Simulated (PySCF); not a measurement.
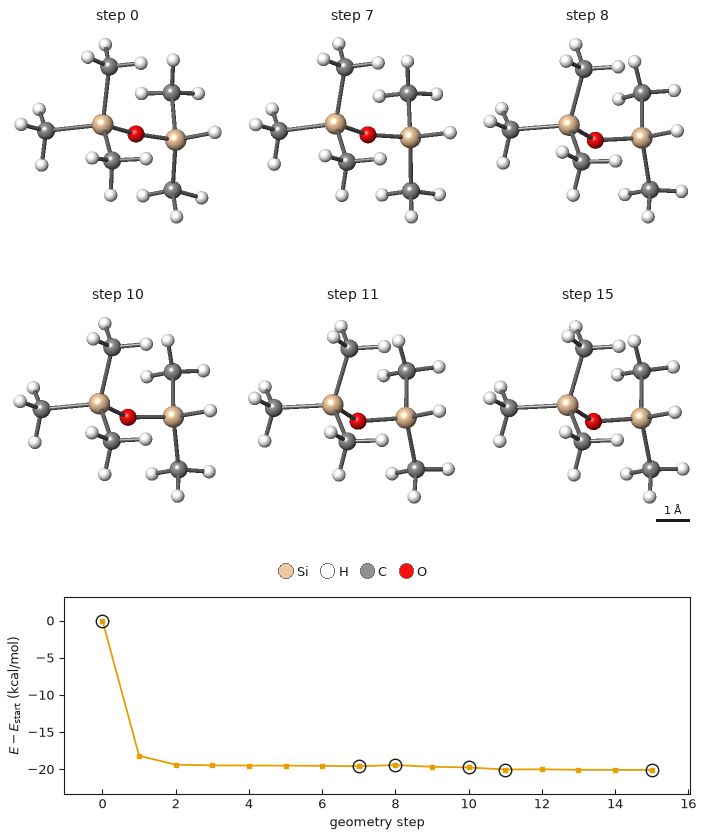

Frames of a relaxation of C$_{5}$H$_{16}$OSi$_{2}$, marked on the history of the run. The picture is a ball-and-stick view, seen from a free direction.

The start comes from GFN2-xTB. Its atoms were then displaced at random by about 0.03 Å.

Method: PBE0-D3(BJ)/def2-SVP geometry optimisation, gas phase (PySCF). 

### Describe the path.

The largest moves after the best rigid fit, 0.56 Å, are those of O and H atoms. Largest moves by element: H 0.56 Å, O 0.56 Å, C 0.34 Å, Si 0.19 Å. Among the contacts that change: C–Si 1.970 → 1.873 Å, C–H 1.185 → 1.101 Å, O–Si 1.596 → 1.672 Å, C–Si 1.802 → 1.874 Å. Bond angles that change, for instance: Si–O–Si 170.0° → 140.9°, H–C–H 98.8° → 108.2°, H–C–H 100.3° → 107.9°. After 15 geometry steps the energy has fallen by 20.1 kcal/mol. Cost: 2.2 min on 2 threads of Intel(R) Xeon(R) 6975P-C, on a shared host. From step 0 to 7: an H atom moves most (0.19 Å), energy −19.6 kcal/mol. From step 7 to 8: the O atom moves most (0.34 Å), energy +0.16 kcal/mol. From step 8 to 10: H and O atoms move most (0.12 Å), energy −0.32 kcal/mol. From step 10 to 11: an H atom moves most (0.30 Å), energy −0.27 kcal/mol. From step 11 to 15: an H atom moves most (0.06 Å), energy −0.06 kcal/mol.

```
step  E − E(0), kcal/mol
   0                0.00
   1              -18.20
   2              -19.39
   3              -19.49
   4              -19.51
   5              -19.52
   6              -19.55
   7              -19.60
   8              -19.45
   9              -19.67
  10              -19.77
  11              -20.04
  12              -20.02
  13              -20.08
  14              -20.09
  15              -20.10
```
